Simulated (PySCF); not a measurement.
# SiH2SCl (SMILES S[SiH]Cl): levels of theory compared

Wanted: a comparison of 6 runs (U-wB97X-V/STO-3G, UCCSDT/STO-3G, UCISD/STO-3G, ROCCSD(T)/STO-3G, UCCSD(T)/STO-3G, FCI/STO-3G) of SiH2SCl. 

Program for the calculation: PySCF 2.14.0.

2 further runs of the same task are left out: 2 set aside as unsound or not needed.

### 1 The structure to begin with

The species is SiH2SCl (5 atoms), meant as a doublet with charge 0. As SMILES, `S[SiH]Cl`. One bond was lengthened or shortened from a relaxed shape.

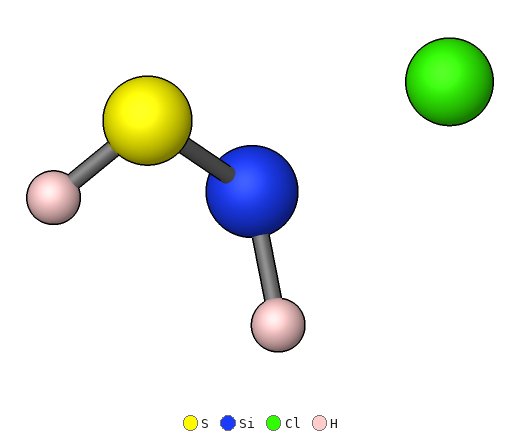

The structure, seen from a chosen angle (sulfur yellow, silicon blue, chlorine green, hydrogen pink).

### 2 The energy at U-wB97X-V/STO-3G (run 1)

Contents of job.py:

```python
from pyscf import gto, dft

mol = gto.Mole()
mol.atom = '''
S     -3.075767    -0.384552    -0.526833
Si     0.936121    -0.495668    -0.878322
Cl     2.502186     3.452152     1.030846
H     -3.346943    -2.693230    -1.557679
H      2.034619    -2.649577     0.580924
'''
mol.unit = 'bohr'
mol.spin = 1
mol.verbose = 3
mol.max_memory = 1860
mol.basis = 'sto-3g'
mol.build()

mf = dft.UKS(mol)
mf.xc = 'wb97x-v'
mf.conv_tol = 1e-10
mf.nlcgrids.level = 1
mf.grids.level = 5
mf.kernel()
if not mf.converged:
    mf = mf.newton().run(mf.mo_coeff, mf.mo_occ)

etot = mf.e_tot
print(f'total energy: {etot:.8f} hartree')
```

Started as:

```console
$ OMP_NUM_THREADS=1 python job.py
```

The log of the run:

```text
WARN: HOMO -0.15459207337006 >= LUMO -0.154592073370061

converged SCF energy = -1136.13905455683  <S^2> = 0.75377362  2S+1 = 2.0037701
total energy: -1136.13905456 hartree
```

Wall time 56 s (1 thread of Arm Neoverse N1, shared host); peak memory 0.25 GiB.

### 3 The energy at UCCSDT/STO-3G (run 2)

Contents of input.py:

```python
from pyscf import gto, scf, cc

mol = gto.M(
    atom='''
S   -1.627626  -0.203496  -0.278788
Si   0.495374  -0.262296  -0.464788
Cl   1.324100   1.826800   0.545500
H   -1.771126  -1.425196  -0.824288
H    1.076674  -1.402096   0.307412
''',
    spin=1,
    verbose=4,
    max_memory=1860,
    charge=0,
    basis='sto-3g',
)

mf = scf.UHF(mol)
mf.conv_tol = 1e-10
mf.kernel()
if not mf.converged:
    mf = mf.newton().run(mf.mo_coeff, mf.mo_occ)

mycc = cc.CCSDT(mf, frozen=15)
mycc.kernel()
e_final = mycc.e_tot
print('Final energy', e_final)
```

Started as:

```console
$ OMP_NUM_THREADS=1 python input.py
```

The log of the run:

```text
PySCF version 2.14.0

[... 97 lines left out ...]
converged SCF energy = -1134.51209248915  <S^2> = 0.75588518  2S+1 = 2.0058766
[... 17 lines left out ...]
WARN: A large `blksize_v_aaa` is being used, which may cause large memory consumption
[... 3 lines left out ...]
WARN: A large `blksize_v_aab` is being used, which may cause large memory consumption
[... 10 lines left out ...]
Init t2, MP2 energy = -0.0593543480165604
[... 20 lines left out ...]
UCCSDT converged
[... 3 lines left out ...]
Final energy -1134.5990241747795
```

Wall time 6.3 s (1 thread of Arm Neoverse N1, shared host); peak memory 0.11 GiB.

Runs 3 to 5 aren't shown in full; the table further down has their settings and results.

### 4 A single-point energy at FCI/STO-3G (run 6)

Contents of input.py:

```python
from pyscf import gto, mcscf

mol = gto.M(
    atom='''
S   -1.627626  -0.203496  -0.278788
Si   0.495374  -0.262296  -0.464788
Cl   1.324100   1.826800   0.545500
H   -1.771126  -1.425196  -0.824288
H    1.076674  -1.402096   0.307412
''',
    basis='sto-3g',
    spin=1,
    max_memory=1860,
    verbose=4,
)

calc0 = mol.ROHF()
calc0.conv_tol = 1e-10
calc0.kernel()
if not calc0.converged:
    calc0 = calc0.newton().run(calc0.mo_coeff, calc0.mo_occ)

cas = mcscf.CASCI(calc0, calc0.mo_coeff.shape[-1] - 15, (mol.nelec[0] - 15, mol.nelec[1] - 15))  # full CI above the frozen core
cas.fix_spin_(ss=0.75)
cas.kernel()
energy = cas.e_tot
print('E = %.10f Eh' % energy)
```

Started as:

```console
$ OMP_NUM_THREADS=1 python input.py
```

The log of the run:

```text
PySCF version 2.14.0

[... 61 lines left out ...]
converged SCF energy = -1134.511197628
[... 1 line left out ...]
******** <class 'pyscf.mcscf.casci.CASCI'> ********
CAS (10e+9e, 14o), ncore = 15, nvir = 0
natorb = False
canonicalization = True
sorting_mo_energy = False
******** <class 'pyscf.fci.addons.SpinPenaltyFCISolver'> ********
max. cycles = 200
conv_tol = 1e-08
davidson only = True
linear dependence = 1e-12
level shift = 0.001
max iter space = 12
nroots = 1
pspace_size = 400
spin = None
Density matrix diagonal elements [1.99412604 1.99740854 1.97568899 1.96778198 1.96799663 1.95828776
 1.98848355 1.99656367 1.98356135 1.01672859 0.05157958 0.03969023
 0.032147   0.0299561 ]
CASCI converged
CASCI E = -1134.59897165788  E(CI) = -54.9062068110770  S^2 = 0.7500000
E = -1134.5989716579 Eh
```

Wall time 2 min (1 thread of Arm Neoverse N1, shared host); peak memory 0.56 GiB.

### 5 Overview of the runs

```
run             level  integration grid  nlc grid   energy (Eh)  dipole moment (D) of the reference  HOMO energy (eV)  LUMO energy (eV)  wall time
  1  U-wB97X-V/STO-3G                 5         1  -1136.139055                                5.07             -6.29              1.31       56 s
  2     UCCSDT/STO-3G                 –         –  -1134.599024                                5.45             -7.16              3.42      6.3 s
  3      UCISD/STO-3G                 –         –  -1134.592705                                5.45             -7.16              3.42      1.2 s
  4  ROCCSD(T)/STO-3G                 –         –  -1134.598317                                5.44                 –                 –      1.4 s
  5   UCCSD(T)/STO-3G                 –         –  -1134.598312                                5.45             -7.16              3.42      1.5 s
  6        FCI/STO-3G                 –         –  -1134.598972                                5.44                 –                 –      2 min
```

### 6 Outcome

```
                                           quantity           value
                                run 6: total energy  -1134.59897 Eh
        run 6: dipole moment (Hartree–Fock density)          5.44 D
run 6: correlation energy (15 core orbitals frozen)       -87.8 mEh
```

In words: Against full CI in this basis: UCCSDT -0.1 mEh; UCISD +6.3 mEh; ROCCSD(T) +0.7 mEh; UCCSD(T) +0.7 mEh. In runs 1, 2, 3, 4, 5, 6 the basis is minimal, so the values are rough. All runs together took 3.1 min, the longest 2 min.
